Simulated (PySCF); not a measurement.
Input

```
{"job": {"kind": "nmr", "xc": "PBE0", "basis": "pcSseg-1"}, "charge": 0, "multiplicity": 1}
C     -1.810918     1.753547    -0.028591
Si    -1.121210     0.111202    -0.685208
C     -1.966389    -1.346900     0.238982
F     -1.730471    -1.267061     1.598084
C      0.721702     0.000282    -0.363262
C      1.414259    -0.776160     0.520801
C      2.808583    -0.566750     0.491269
C      3.170848     0.371875    -0.420428
S      1.815569     1.016047    -1.254858
H     -1.709169     1.813921     1.052571
H     -1.280841     2.597842    -0.459883
H     -2.864756     1.866102    -0.267388
H     -1.402634    -0.079161    -2.117153
H     -3.050932    -1.333029     0.115912
H     -1.596448    -2.323944    -0.078768
H      0.932926    -1.473154     1.182848
H      3.508006    -1.089093     1.119634
H      4.153116     0.730751    -0.656218
```

Launched as:

```sh
OMP_NUM_THREADS=1 python probes_run.py task.json out
```

Geometry: GFN2-xTB.

Level of theory: PBE0/pcSseg-1, SCF density, gas phase, non-relativistic in PySCF.

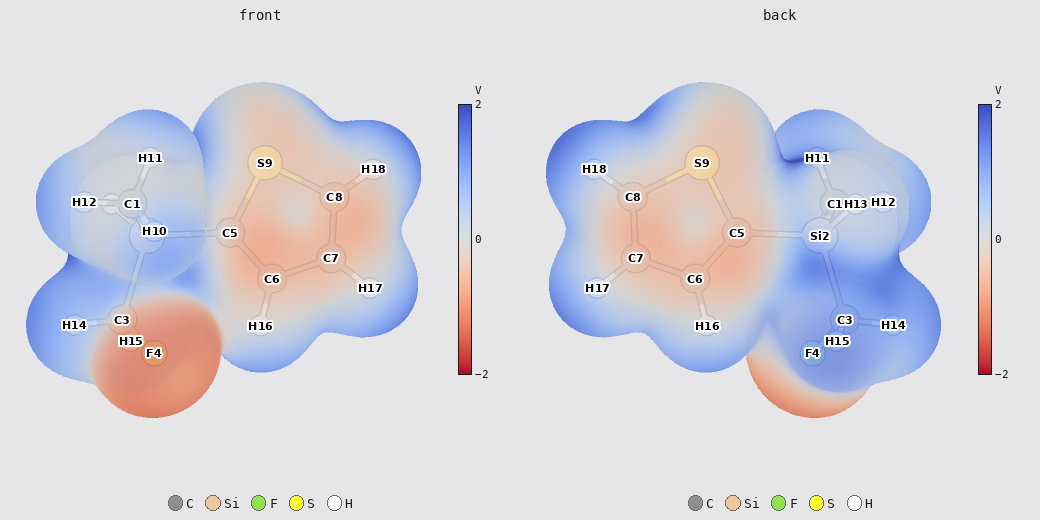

C6H9FSSi. The molecular electrostatic potential painted on the density surface at 0.004 e/bohr³, seen from the front and from behind; the colour scale runs from red (negative) to blue (positive).

### Where is the surface potential most negative and most positive?

The most negative region (about −1.2 V) lies over F4, the most positive (about +1.9 V) over Si2.

### How polar is the molecule by this calculation?

Its dipole moment is 0.84 D.
